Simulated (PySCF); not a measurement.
# C4H2F6S: the cost of one run

Programs: PySCF 2.14.0, with density-fitted response routines of our own. Each step states its level of theory. These are calculated values for one molecule, in the gas phase or a continuum, unless marked as measured. Atoms are numbered from 0 throughout.

### Step 1. Starting geometry

13 atoms, charge 0, multiplicity 1; geometry from: GFN2-xTB. The atoms were then displaced at random by about 0.01 Å, so the start is not that level's minimum.

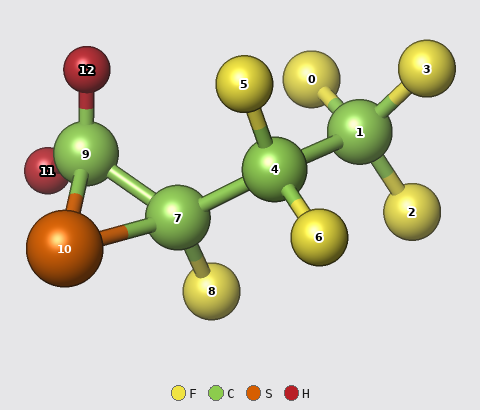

As it starts; fluorine yellow, carbon green, sulfur orange, hydrogen red, atoms numbered; sticks join atoms by distance.

### Step 2. Relaxing the molecule at PBE0-D3(BJ)/def2-SVP

What the job is given:

```
{"job": {"xc": "PBE0", "basis": "def2-SVP", "d3": "d3bj", "grid": 1, "shake": 0.01, "kind": "geom"}, "charge": 0, "multiplicity": 1}
F     -1.114190     1.413220     0.703200
C     -1.645020     0.358440     0.082960
F     -2.237920    -0.401370     0.993730
F     -2.543810     0.784890    -0.758960
C     -0.506890    -0.401260    -0.679120
F     -0.195640     0.326540    -1.771960
F     -0.982400    -1.576680    -1.099870
C      0.746190    -0.567660     0.203120
F      0.374310    -1.079220     1.433420
C      1.831650     0.416320     0.195730
S      2.229040    -1.191800    -0.525600
H      2.308980     0.641170     1.142470
H      1.741530     1.260510    -0.513220
```

On the command line:

```
$ OMP_NUM_THREADS=1 python probes_run.py task.json out
```

One launch serves the whole session: the jobs run in the order shown.

Q: Estimate the wall time and peak memory of this first job on 1 thread of Arm Neoverse V2, shared host.

About 1.8 min, with a peak of 0.8 GiB.
